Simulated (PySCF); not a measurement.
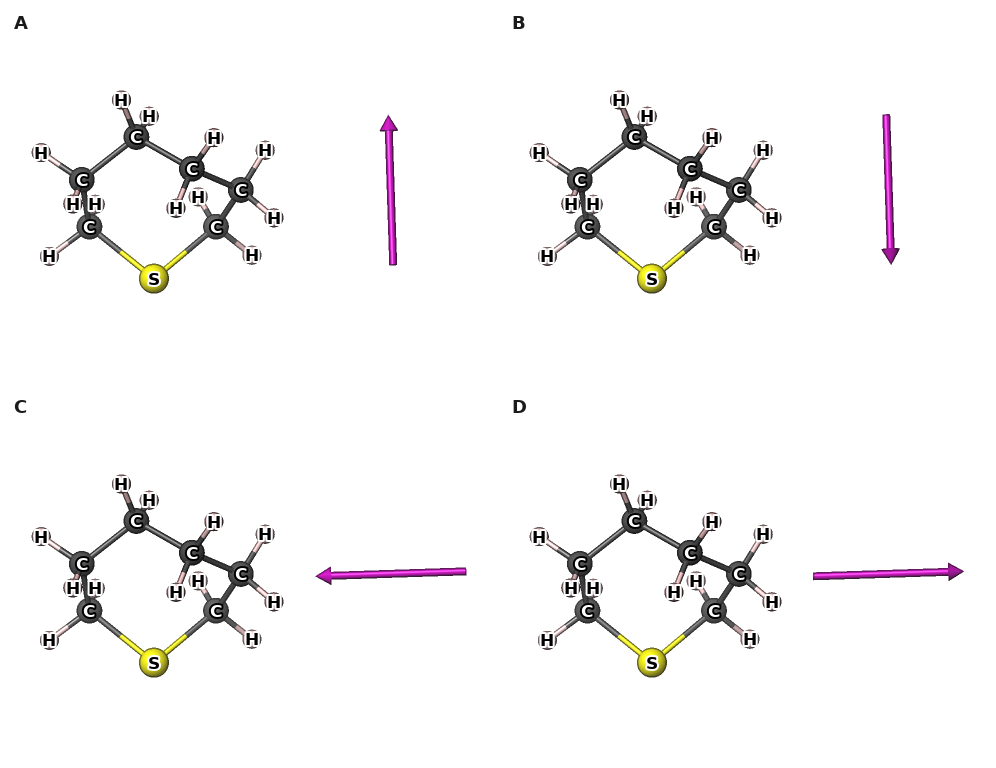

The same molecule four times, each with an arrow. Computed geometry: GFN2-xTB optimisation. No frequency run is at hand to confirm it as a minimum. Properties computed with PBE0/pcSseg-1, gas phase (PySCF 2.14.0).

> Which arrow points along the dipole moment, from the negative to the positive end?

A. The dipole moment is 1.79 D.
